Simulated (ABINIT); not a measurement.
**GaAs (F-43m): the LO frequency by hand**

Wanted: the LO mode of GaAs (F-43m) from the TO mode and the field response.

Method: DFT LDA, scalar-relativistic, plane waves, HGH norm-conserving pseudopotentials, in ABINIT 10.8.3.

## Step 1: The relaxed structure

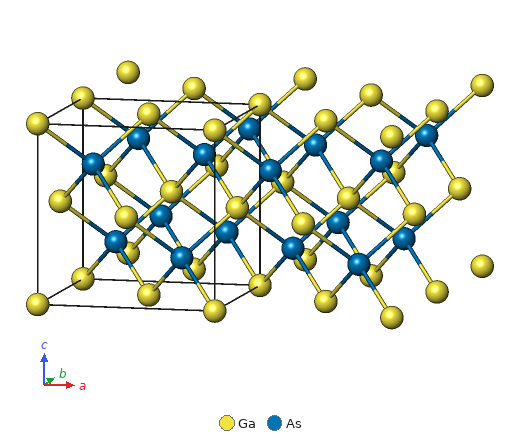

The starting structure, seen slightly off an axis (gallium yellow, arsenic blue). 2×2×1 cells are drawn. This picture shows the conventional cell, with its axes. Bonds to atoms that aren't drawn are left out. Some periodic images of atoms are drawn too.

Structure file:

```xyz
2
Lattice="-2.7639 0.0000 2.7639 0.0000 2.7639 2.7639 -2.7639 2.7639 0.0000" Properties=species:S:1:pos:R:3 pbc="T T T"
Ga    0.0000    0.0000    0.0000
As   -1.3820    1.3820    1.3820
```

This is the cell after its relaxation at this level of theory, not the database cell from which that began.

## Step 2: What the response run gave

A linear-response run on the relaxed cell, with the response to an electric field; only its zone-centre results are used. Cutoff 20 Ha, k mesh 8×8×8 with shifts.

Numbers of over 12 decimals in the logs are rounded to 6 here.

The program printed:

```text
[banners, grids, parts of the stress and lines that vanish by symmetry left out]
- input  file    -> dfpt_gamma.abi
- output file    -> dfpt_gamma.abo
- root for input  files -> dfpt_gammai
[...]
DATASET    1 : space group F-4 3 m (#216); Bravais cF (face-center cubic)
[...]
nfft =       27000          nkpt =        1024
[...]
DATASET    2 : space group F-4 3 m (#216); Bravais cF (face-center cubic)
[...]
nfft =       27000          nkpt =        1024
[...]
DATASET    3 : space group F-4 3 m (#216); Bravais cF (face-center cubic)
[...]
mpw =        1243          nfft =       27000          nkpt =        1024
[...]
== DATASET  1 ==================================================================
[...]
cutoff_energies: {ecut:  20.0, pawecutdg:  -1.0, }
[...]
Exchange-correlation functional for the present dataset will be:
  LDA: Perdew-Wang 92 LSD fit to Ceperley-Alder data - ixc=7
[...]
- 33.00000   5.00000     10605                znucl, zion, pspdat
[...]
Perturbation : derivative vs k along direction   1
[...]
-ETOT  1  -9.256800     -9.257E+00 3.412E-01 0.000E+00
 ETOT  2  -9.282171     -2.537E-02 3.203E-02 0.000E+00
 ETOT  3  -9.282565     -3.934E-04 1.007E-03 0.000E+00
 ETOT  4  -9.282581     -1.648E-05 7.719E-05 0.000E+00
 ETOT  5  -9.282582     -9.555E-07 3.252E-06 0.000E+00
[...]
At SCF step   18   max residual=  9.99E-21 < tolwfr=  1.00E-20 =>converged.
[...]
Perturbation : derivative vs k along direction   2
[...]
-ETOT  1  -9.256800     -9.257E+00 3.412E-01 0.000E+00
[...]
At SCF step   18   max residual=  9.99E-21 < tolwfr=  1.00E-20 =>converged.
[...]
Perturbation : derivative vs k along direction   3
[...]
-ETOT  1  -9.256800     -9.257E+00 3.412E-01 0.000E+00
[...]
At SCF step   18   max residual=  9.99E-21 < tolwfr=  1.00E-20 =>converged.
[...]
1        1       3.9937236456    0.0000000000
     1        2      -1.9968618228   -0.0000000000
     1        3      -1.9968618228    0.0000000000
     2        1      -1.9968618228   -0.0000000000
     2        2       3.9937236456    0.0000000000
     2        3       1.9968618228    0.0000000000
     3        1      -1.9968618228    0.0000000000
     3        2       1.9968618228    0.0000000000
     3        3       3.9937236456    0.0000000000
[...]
== DATASET  2 ==================================================================
[...]
cutoff_energies: {ecut:  20.0, pawecutdg:  -1.0, }
[...]
1    1   1    4         2.0013035991         0.0000000000
   2    1   1    4         0.0000000000         0.0000000000
   3    1   1    4        -0.0000000000         0.0000000000
   1    2   1    4        -2.0042596819         0.0000000000
   2    2   1    4        -0.0000000000         0.0000000000
[...]
Effective charges, in cartesian coordinates,
[...]
2    4   1    2        -0.0000000000         0.0000000000
   3    4   1    2         0.0000000000         0.0000000000
   1    4   2    2        -0.0000000000         0.0000000000
   2    4   2    2        -2.0042596083         0.0000000000
   3    4   2    2         0.0000000000         0.0000000000
   1    4   3    2         0.0000000000         0.0000000000
   2    4   3    2        -0.0000000000         0.0000000000
   3    4   3    2        -2.0042596083         0.0000000000
  Phonon wavevector (reduced coordinates) :  0.00000  0.00000  0.00000
 Phonon energies in Hartree :
[...]
Phonon frequencies in cm-1    :
- -1.192141E+00 -1.192141E+00 -1.192141E+00  2.716781E+02  2.716781E+02
-  2.716781E+02
  Phonon at Gamma, with non-analyticity in the
[...]
Phonon energies in Hartree :
[...]
Phonon frequencies in cm-1    :
- -1.192141E+00 -1.192141E+00 -1.189915E+00  2.716781E+02  2.716781E+02
-  2.906307E+02
  Phonon at Gamma, with non-analyticity in the
[...]
Phonon energies in Hartree :
[...]
Phonon frequencies in cm-1    :
- -1.192141E+00 -1.192141E+00 -1.189916E+00  2.716781E+02  2.716781E+02
-  2.906307E+02
  Phonon at Gamma, with non-analyticity in the
[...]
Phonon energies in Hartree :
[...]
Phonon frequencies in cm-1    :
- -1.192141E+00 -1.192141E+00 -1.189916E+00  2.716781E+02  2.716781E+02
-  2.906307E+02
[...]
== DATASET  3 ==================================================================
[...]
cutoff_energies: {ecut:  20.0, pawecutdg:  -1.0, }
[...]
Exchange-correlation functional for the present dataset will be:
  LDA: Perdew-Wang 92 LSD fit to Ceperley-Alder data - ixc=7
[...]
j1 : displacement of atom   1 along direction   1
[...]
j1 : displacement of atom   2 along direction   1
[...]
j2 : displacement of atom   1 along direction   1
[...]
j2 : displacement of atom   2 along direction   1
[...]
j2 : displacement of atom   1 along direction   1
[...]
j2 : displacement of atom   2 along direction   1
[...]
1          1       -0.000000005        0.000000002        0.000000002
[...]
1          2       -0.000000000       -0.000000000        0.276186470
[...]
1          3       -0.000000000        0.276186468       -0.000000002
[...]
2          1        0.000000005       -0.000000003       -0.000000003
[...]
2          2       -0.000000000       -0.000000000       -0.275595807
[...]
2          3       -0.000000000       -0.275595805        0.000000003
[...]
strten2     0.0000000000E+00  0.0000000000E+00  0.0000000000E+00
           strten3     0.0000000000E+00  0.0000000000E+00  0.0000000000E+00
================================================================================
```

```csv
quantity,value
cell volume Ω (Å³),42.229
mass of Ga (u),69.723
mass of As (u),74.922
"Born charge of Ga, raw (e)",2.001
"Born charge of As, raw (e)",-2.004
ε∞,12.143
ω(TO) after the sum rule (cm⁻¹),271.7
```

## Step 3: The calculation

The charges must sum to zero over the cell; taking off their mean, -0.002 e, leaves Z* = 2.003 e on Ga. In the polar mode Ga moves against As, so the reduced mass is μ = 69.72 × 74.92 / 144.64 = 36.114 u.

A longitudinal wave builds up a field that adds to the restoring force: ω(LO)² = ω(TO)² + 4π Z*² / (μ Ω ε∞), in Hartree atomic units. With μ = 65833 electron masses and Ω = 284.98 bohr³ the second term is 2.2126e-07 Ha², or 10658 cm⁻² (1 Ha = 219474.6 cm⁻¹).

So ω(LO) = √(73810 + 10658) = 290.6 cm⁻¹, and by the Lyddane-Sachs-Teller relation ε₀ = ε∞ (ω(LO)/ω(TO))² = 13.90.

## Step 4: Check against the program

The analysis program adds the same non-analytic term to the full matrix.

The program printed:

```text
[banners, grids, parts of the stress and lines that vanish by symmetry left out]
-outvars_anaddb: echo values of input variables ----------------------

 Flags :
[...]
Dielectric Tensor and Effective Charges
[...]
Effective charge tensors after
[...]
1          1       -0.000000005        0.000000002        0.000000002
[...]
1          2       -0.000000000       -0.000000000        0.275891139
[...]
1          3       -0.000000000        0.275891136       -0.000000002
[...]
2          1        0.000000005       -0.000000002       -0.000000002
[...]
2          2       -0.000000000        0.000000000       -0.275891139
[...]
2          3       -0.000000000       -0.275891136        0.000000002
[...]
Phonon wavevector (reduced coordinates) :  0.00000  0.00000  0.00000
 Phonon energies in Hartree :
[...]
Phonon energies in meV     :
-  0.000000E+00  0.000000E+00  0.000000E+00  3.368409E+01  3.368409E+01
-  3.368409E+01
 Phonon frequencies in cm-1    :
-  0.000000E+00  0.000000E+00  0.000000E+00  2.716805E+02  2.716805E+02
-  2.716805E+02
 Phonon frequencies in Thz     :
-  0.000000E+00  0.000000E+00  0.000000E+00  8.144777E+00  8.144777E+00
-  8.144777E+00
 Phonon energies in Kelvin  :
-  0.000000E+00  0.000000E+00  0.000000E+00  3.908877E+02  3.908877E+02
-  3.908877E+02
[...]
-  1  0.00000000E+00  0.00000000E+00  1.94746133E-03
-     0.00000000E+00  0.00000000E+00  0.00000000E+00
-  2  0.00000000E+00  0.00000000E+00  1.94746140E-03
-     0.00000000E+00  0.00000000E+00  0.00000000E+00
[...]
-  1  0.00000000E+00  1.94746133E-03  0.00000000E+00
-     0.00000000E+00  0.00000000E+00  0.00000000E+00
-  2  0.00000000E+00  1.94746140E-03  0.00000000E+00
-     0.00000000E+00  0.00000000E+00  0.00000000E+00
[...]
-  1  1.94746133E-03  0.00000000E+00  0.00000000E+00
-     0.00000000E+00  0.00000000E+00  0.00000000E+00
-  2  1.94746140E-03  0.00000000E+00  0.00000000E+00
-     0.00000000E+00  0.00000000E+00  0.00000000E+00
[...]
-  1  0.00000000E+00  0.00000000E+00  2.01875827E-03
-     0.00000000E+00  0.00000000E+00  0.00000000E+00
-  2  0.00000000E+00  0.00000000E+00 -1.87868247E-03
-     0.00000000E+00  0.00000000E+00  0.00000000E+00
[...]
-  1  1.92579477E-07  2.01875826E-03  0.00000000E+00
-     0.00000000E+00  0.00000000E+00  0.00000000E+00
-  2 -1.79216944E-07 -1.87868246E-03  0.00000000E+00
-     0.00000000E+00  0.00000000E+00  0.00000000E+00
[...]
-  1  2.01875826E-03 -1.92579477E-07  0.00000000E+00
-     0.00000000E+00  0.00000000E+00  0.00000000E+00
-  2 -1.87868246E-03  1.79216944E-07  0.00000000E+00
[...]
-  3.603402E+01
 Phonon frequencies in cm-1    :
-  0.000000E+00  0.000000E+00  0.000000E+00  2.716805E+02  2.716805E+02
-  2.906340E+02
 Phonon frequencies in Thz     :
-  0.000000E+00  0.000000E+00  0.000000E+00  8.144777E+00  8.144777E+00
-  8.712987E+00
 Phonon energies in Kelvin  :
-  0.000000E+00  0.000000E+00  0.000000E+00  3.908877E+02  3.908877E+02
-  4.181574E+02
[...]
-  1  0.00000000E+00  0.00000000E+00  1.94746133E-03
[...]
-  2  0.00000000E+00  0.00000000E+00  1.94746140E-03
[...]
Phonon at Gamma, with non-analyticity in the
[...]
Phonon energies in Hartree :
[...]
Phonon energies in meV     :
-  0.000000E+00  0.000000E+00  0.000000E+00  3.368409E+01  3.368409E+01
-  3.603402E+01
 Phonon frequencies in cm-1    :
-  0.000000E+00  0.000000E+00  0.000000E+00  2.716805E+02  2.716805E+02
-  2.906340E+02
 Phonon frequencies in Thz     :
-  0.000000E+00  0.000000E+00  0.000000E+00  8.144777E+00  8.144777E+00
-  8.712987E+00
 Phonon energies in Kelvin  :
-  0.000000E+00  0.000000E+00  0.000000E+00  3.908877E+02  3.908877E+02
-  4.181574E+02
[...]
Phonon at Gamma, with non-analyticity in the
[...]
Phonon energies in Hartree :
[...]
Phonon energies in meV     :
-  0.000000E+00  0.000000E+00  0.000000E+00  3.368409E+01  3.368409E+01
-  3.603402E+01
 Phonon frequencies in cm-1    :
-  0.000000E+00  0.000000E+00  0.000000E+00  2.716805E+02  2.716805E+02
-  2.906340E+02
 Phonon frequencies in Thz     :
-  0.000000E+00  0.000000E+00  0.000000E+00  8.144777E+00  8.144777E+00
-  8.712987E+00
 Phonon energies in Kelvin  :
-  0.000000E+00  0.000000E+00  0.000000E+00  3.908877E+02  3.908877E+02
-  4.181574E+02
[...]
-  1  0.00000000E+00  1.94746133E-03  0.00000000E+00
[...]
-  2  0.00000000E+00  1.94746140E-03  0.00000000E+00
[...]
-  1  1.94746133E-03  0.00000000E+00  0.00000000E+00
[...]
-  2  1.94746140E-03  0.00000000E+00  0.00000000E+00
[...]
-  1  2.67239831E-04  1.27497145E-03 -1.54221128E-03
[...]
-  2 -2.48696831E-04 -1.18650487E-03  1.43520170E-03
[...]
-  1  1.62650121E-03 -1.04468709E-03 -5.81814122E-04
[...]
-  2 -1.51364299E-03  9.72199270E-04  5.41443722E-04
[...]
-        -0.000000000      -0.000000000      -0.000000000
-        -0.000000000      -0.000000000       0.000000000
[...]
-        -0.000000000      -0.013867006       0.011464083
-        -0.013867006       0.000000000       0.002402924
-         0.011464083       0.002402924      -0.000000000
[...]
-        -0.000000000      -0.005231462      -0.009393449
-        -0.005231462      -0.000000000       0.014624911
-        -0.009393449       0.014624911      -0.000000000
[...]
Direction                     Dielectric constant
[...]
0.00000   0.00000   1.00000     13.89637575
   1.00000   1.00000   1.00000     13.89637575
-
```

```csv
quantity,by hand,program
ω(LO) (cm⁻¹),290.6,290.6
ε₀,13.90,13.90
```

## Step 5: Outcome

| Item | Value |
| --- | --- |
| TO mode | 271.7 cm⁻¹ |
| LO mode | 290.6 cm⁻¹ |
| static dielectric constant | 13.90 |

In words: The LO mode of GaAs (F-43m) lies at 291 cm⁻¹, 19 cm⁻¹ above the TO mode; the formula meets the program within 0.1 cm⁻¹, as it must for a cubic crystal with one polar mode. ω(LO)² − ω(TO)² goes with Z*²/ε∞: an error of 5 % in ε∞ would move the LO mode by 0.9 cm⁻¹, and semilocal functionals tend to overestimate ε∞. These are harmonic values at zero temperature, at the volume of this functional, for the structure held cubic; stability elsewhere in the zone is no part of this calculation.

[Host names and launcher messages were left out of these logs when they were recorded.]

[Logs are printed without paths, hosts, clocks, repeated set-up lines and the standing remarks that a program may print on its own settings, such as how far it seeks lower states.]

[Hosts, paths, dates, database ids (printed as entryN), source tags and the programs' standing remarks are cut or masked in the printed files.]
